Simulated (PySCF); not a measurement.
# C3H12Si3: the cost of one run

The runs use PySCF 2.14.0, with density-fitted response routines of our own; the level of theory stands in each step. All values are computed, except where a source is named. Atoms count from 0, in the outputs and in this text.

## 1. Starting geometry

18 atoms, charge 0, multiplicity 1; geometry from: GFN2-xTB.

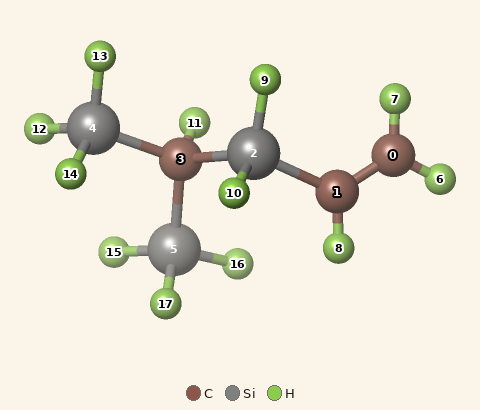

The starting geometry (carbon brown, silicon grey, hydrogen green), atoms numbered.

## 2. Relaxing the molecule at PBE0-D3(BJ)/def2-SVP

Job settings and geometry (Å):

```
{"job": {"xc": "PBE0", "basis": "def2-SVP", "d3": "d3bj", "grid": 1, "kind": "geom"}, "charge": 0, "multiplicity": 1}
C      3.211166    -0.434306    -0.283808
C      2.135421    -0.284565     0.471588
Si     0.740949     0.937242     0.146765
C     -0.826639     0.009262    -0.419928
Si    -2.302601     1.191401    -0.621188
Si    -1.241090    -1.494103     0.670706
H      3.985551    -1.155154    -0.065387
H      3.368463     0.166886    -1.165051
H      2.034482    -0.917402     1.345531
H      1.159440     1.889081    -0.892223
H      0.472144     1.669897     1.392585
H     -0.610560    -0.388248    -1.417044
H     -3.461713     0.464577    -1.149148
H     -1.961995     2.264497    -1.560160
H     -2.657317     1.785090     0.669297
H     -2.506646    -2.100419     0.245063
H     -0.190758    -2.510793     0.547894
H     -1.357057    -1.086626     2.072851
```

Started as:

```console
$ OMP_NUM_THREADS=1 python probes_run.py task.json out
```

This one command runs all jobs of the session in turn.

**Question.** How long does this first job take on 1 thread of Intel Xeon Platinum 8488C, shared host, and how much memory does it need?

About 3.2 min, with a peak of 0.64 GiB.
